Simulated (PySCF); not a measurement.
# BH (SMILES [BH]): CCSDT(Q)/ccECP-cc-pVDZ (core potential)

What is the energy change on altering one bond length of BH at CCSDT(Q)/ccECP-cc-pVDZ (core potential)? The job is set up through a Python script.

The results are computed with PySCF 2.14.0.

12 further runs of the same task are left out: 12 set aside as unsound or not needed.

**1. The system as given**

The species is BH (2 atoms), meant as a singlet with charge 0. As SMILES, `[BH]`. The bond length is the measured one.

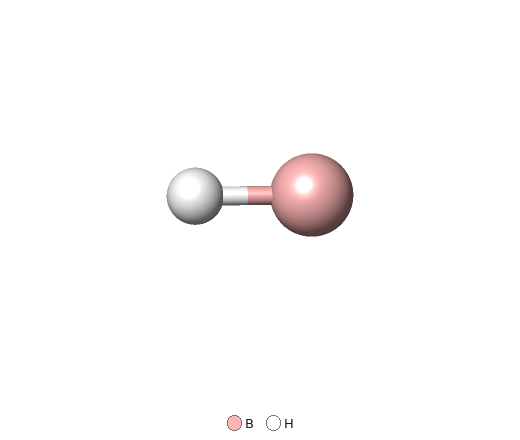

Viewed from a chosen angle; boron pink, hydrogen white.

**2. A single-point energy at CCSDT(Q)/ccECP-cc-pVDZ (core potential)**

File run.py:

```python
from pyscf import gto, cc

mol = gto.M(
    atom='''
B      0.000000     0.000000     0.000000
H      0.000000     0.000000     2.328898
''',
    spin=0,
    verbose=4,
    basis='ccecp-cc-pvdz',
    max_memory=1860,
    ecp='ccecp',
    unit='bohr',
)

calc0 = mol.RHF()
calc0.conv_tol = 1e-10
calc0.kernel()
if not calc0.converged:
    calc0 = calc0.newton().run(calc0.mo_coeff, calc0.mo_occ)

mycc = cc.CCSDT(calc0)
mycc.kernel()
e_bracket, e_q = mycc.ccsdt_q()
e_tot = mycc.e_tot + e_q
print(f'total energy: {e_tot:.8f} hartree')
```

Run with:

```bash
$ OMP_NUM_THREADS=1 python run.py
```

The program printed:

```text
PySCF version 2.14.0

[INPUT] num. atoms = 2
[INPUT] num. electrons = 4
[INPUT] charge = 0
[INPUT] spin (= nelec alpha-beta = 2S) = 0
[INPUT] symmetry False subgroup None
[INPUT] Mole.unit = bohr
[INPUT] Symbol           X                Y                Z      unit          X                Y                Z       unit  Magmom
[INPUT]  1 B      0.000000000000   0.000000000000   0.000000000000 AA    0.000000000000   0.000000000000   0.000000000000 Bohr   0.0
[INPUT]  2 H      0.000000000000   0.000000000000   1.232399748157 AA    0.000000000000   0.000000000000   2.328898000000 Bohr   0.0

nuclear repulsion = 1.2881628993627
number of shells = 8
number of NR pGTOs = 57
number of NR cGTOs = 18
basis = ccecp-cc-pvdz
ecp = ccecp

******** <class 'pyscf.scf.hf.RHF'> ********
method = RHF
initial guess = minao
damping factor = 0
level_shift factor = 0
DIIS = <class 'pyscf.scf.diis.CDIIS'>
diis_start_cycle = 1
diis_space = 8
diis_damp = 0
SCF conv_tol = 1e-10
SCF conv_tol_grad = None
SCF max_cycles = 50
direct_scf = True
direct_scf_tol = 1e-13
Set gradient conv threshold to 1e-05
Initial guess from minao.
init E= -2.8992303709262
  HOMO = -0.18853618258182  LUMO = -0.00920540320487172  gap/eV = 4.87984
cycle= 1 E= -3.12702984490703  delta_E= -0.228  |g|= 0.142  |ddm|= 1.65
  HOMO = -0.361881960930324  LUMO = 0.0328658614870978  gap/eV = 10.74164
cycle= 2 E= -3.13833489650568  delta_E= -0.0113  |g|= 0.0326  |ddm|= 0.445
  HOMO = -0.343803827336607  LUMO = 0.0546696086103401  gap/eV = 10.84301
cycle= 3 E= -3.13909887506211  delta_E= -0.000764  |g|= 0.00723  |ddm|= 0.154
  HOMO = -0.345421896592456  LUMO = 0.0530898607978069  gap/eV = 10.84406
cycle= 4 E= -3.13914609933537  delta_E= -4.72e-05  |g|= 0.000648  |ddm|= 0.0516
  HOMO = -0.345333877493768  LUMO = 0.0531279656272067  gap/eV = 10.84270
cycle= 5 E= -3.13914652621106  delta_E= -4.27e-07  |g|= 5.28e-05  |ddm|= 0.00513
  HOMO = -0.34532698179163  LUMO = 0.0531356555477359  gap/eV = 10.84272
cycle= 6 E= -3.13914652907756  delta_E= -2.87e-09  |g|= 5.92e-06  |ddm|= 0.000467
  HOMO = -0.3453285854789  LUMO = 0.0531352726883738  gap/eV = 10.84275
cycle= 7 E= -3.13914652911307  delta_E= -3.55e-11  |g|= 4.14e-07  |ddm|= 7.16e-05
  HOMO = -0.345328365571056  LUMO = 0.053135364175616  gap/eV = 10.84275
Extra cycle  E= -3.13914652911321  delta_E= -1.34e-13  |g|= 1.16e-07  |ddm|= 2.86e-06
converged SCF energy = -3.13914652911321

******** <class 'pyscf.cc.rccsdt.RCCSDT'> ********
RCCSDT nocc = 2, nmo = 18
Allocating only the i<=j<=k part of the T3 amplitude in memory
max_cycle = 50
conv_tol = 1e-07
conv_tol_normt = 1e-06
diis with the T3 amplitude
diis_space = 6
diis_start_cycle = 0
diis_start_energy_diff = 1e+09
einsum_backend: numpy
_make_eris_incore_RCCSDT
blksize  2    blksize_oovv  2    blksize_oooo  2    blksize_vvvv  1

WARN: A large `blksize` is being used, which may cause large memory consumption
      for storing contraction intermediates. If memory is sufficient, consider using
      `pyscf.cc.rccsdt_highm.RCCSDT` instead.

WARN: A large `blksize_oovv` is being used, which may cause large memory consumption
      for storing contraction intermediates. If memory is sufficient, consider using
      `pyscf.cc.rccsdt_highm.RCCSDT` instead.

WARN: A large `blksize_oooo` is being used, which may cause large memory consumption
      for storing contraction intermediates. If memory is sufficient, consider using
      `pyscf.cc.rccsdt_highm.RCCSDT` instead.

Approximate memory usage estimate
    T3 memory                 128 KB
    R3 memory                 128 KB
    Symmetrized T3 memory     192 KB
    ERIs memory               820 KB
    T1-ERIs memory            820 KB
    Intermediates memory      820 KB
    Block workspace           512 KB
    T3 einsum buffer          512 KB
Init t2, MP2 energy = -3.199803966351  E_corr(MP2) -0.060657437237
Init E_corr(RCCSDT) = -0.0606574372374154
cycle =  1  E_corr(RCCSDT) = -0.077422671068  dE = -1.676523383087e-02  norm(d tamps) = 6.65635104e-02
cycle =  2  E_corr(RCCSDT) = -0.083835279988  dE = -6.412608919850e-03  norm(d tamps) = 3.58849955e-02
cycle =  3  E_corr(RCCSDT) = -0.090705174556  dE = -6.869894567923e-03  norm(d tamps) = 2.16623599e-02
cycle =  4  E_corr(RCCSDT) = -0.090427930793  dE =  2.772437629915e-04  norm(d tamps) = 4.45658120e-03
cycle =  5  E_corr(RCCSDT) = -0.090525495396  dE = -9.756460338146e-05  norm(d tamps) = 1.44914018e-03
cycle =  6  E_corr(RCCSDT) = -0.090453352062  dE =  7.214333455970e-05  norm(d tamps) = 5.69575290e-04
cycle =  7  E_corr(RCCSDT) = -0.090440677870  dE =  1.267419171522e-05  norm(d tamps) = 1.53969164e-04
cycle =  8  E_corr(RCCSDT) = -0.090449248517  dE = -8.570647186262e-06  norm(d tamps) = 3.88066653e-05
cycle =  9  E_corr(RCCSDT) = -0.090449196082  dE =  5.243546703781e-08  norm(d tamps) = 9.27401254e-06
cycle = 10  E_corr(RCCSDT) = -0.090448694134  dE =  5.019481410240e-07  norm(d tamps) = 3.82843943e-06
cycle = 11  E_corr(RCCSDT) = -0.090448622740  dE =  7.139328819794e-08  norm(d tamps) = 5.72063968e-07
RCCSDT converged
E(RCCSDT) = -3.229595151853673   E_corr = -0.09044862274046472
E_corr(same-spin) = -0.00395242353806999
E_corr(oppo-spin) = -0.0864961992023947
_make_eris_incore_RCCSDT
[Q] correction = -3.231456696456e-05    (Q) correction = -5.271514016675e-05
total energy: -3.22964787 hartree
```

Run time: 0.74 s. Hardware: 1 thread of Arm Neoverse V2, shared host; peak memory 0.12 GiB.

**3. The distorted shape, same level**

File run.py:

```python
from pyscf import gto, scf, cc

mol = gto.M(
    atom='''
B      0.000000     0.000000    -0.246500
H      0.000000     0.000000     1.232400
''',
    spin=0,
    max_memory=1860,
    verbose=3,
    basis='ccecp-cc-pvdz',
    ecp={'B': 'ccecp', 'H': 'ccecp'},
)

myscf = scf.RHF(mol)
myscf.conv_tol = 1e-10
myscf.kernel()
if not myscf.converged:
    myscf = myscf.newton().run(myscf.mo_coeff, myscf.mo_occ)

mycc = cc.CCSDT(myscf)
mycc.kernel()
e_bracket, e_q = mycc.ccsdt_q()
e_final = mycc.e_tot + e_q
print('E(%s) = %.9f' % ('CCSDT(Q)', e_final))
```

Run with:

```bash
$ OMP_NUM_THREADS=1 python run.py
```

The program printed:

```text
converged SCF energy = -3.12268734376269
_make_eris_incore_RCCSDT

WARN: A large `blksize` is being used, which may cause large memory consumption
      for storing contraction intermediates. If memory is sufficient, consider using
      `pyscf.cc.rccsdt_highm.RCCSDT` instead.

WARN: A large `blksize_oovv` is being used, which may cause large memory consumption
      for storing contraction intermediates. If memory is sufficient, consider using
      `pyscf.cc.rccsdt_highm.RCCSDT` instead.

WARN: A large `blksize_oooo` is being used, which may cause large memory consumption
      for storing contraction intermediates. If memory is sufficient, consider using
      `pyscf.cc.rccsdt_highm.RCCSDT` instead.

RCCSDT converged
E(RCCSDT) = -3.21758887125817   E_corr = -0.09490152749548125
E_corr(same-spin) = -0.004088815468174
E_corr(oppo-spin) = -0.0908127120273073
_make_eris_incore_RCCSDT
E(CCSDT(Q)) = -3.217631849
```

Run time: 0.7 s. Hardware: 1 thread of Arm Neoverse V2, shared host; peak memory 0.12 GiB.

**4. Outcome**

Level: CCSDT(Q)/ccECP-cc-pVDZ (core potential).

| quantity | value |
| --- | --- |
| first shape: total energy | -3.22965 Eh |
| first shape: dipole moment (Hartree–Fock density) | 1.84 D |
| first shape: HOMO energy (Hartree–Fock orbitals) | -9.40 eV |
| first shape: LUMO energy (Hartree–Fock orbitals) | 1.45 eV |
| first shape: HOMO–LUMO gap (Hartree–Fock orbitals) | 10.84 eV |
| first shape: correlation energy | -90.5 mEh |
| first shape: T1 diagnostic | 0.014 |
| distorted shape: total energy | -3.21763 Eh |
| distorted shape: dipole moment (Hartree–Fock density) | 0.99 D |
| distorted shape: HOMO energy (Hartree–Fock orbitals) | -9.56 eV |
| distorted shape: LUMO energy (Hartree–Fock orbitals) | 1.26 eV |
| distorted shape: HOMO–LUMO gap (Hartree–Fock orbitals) | 10.82 eV |
| distorted shape: correlation energy | -94.9 mEh |
| distorted shape: T1 diagnostic | 0.017 |
| energy change with the B1–H2 bond stretched from 1.232 to 1.479 Å | 0.327 eV |

In words: With the B1–H2 bond stretched from 1.232 to 1.479 Å the energy rises by 0.33 eV (7.5 kcal/mol). The first shape isn't relaxed at this level, so the change isn't measured from a minimum.
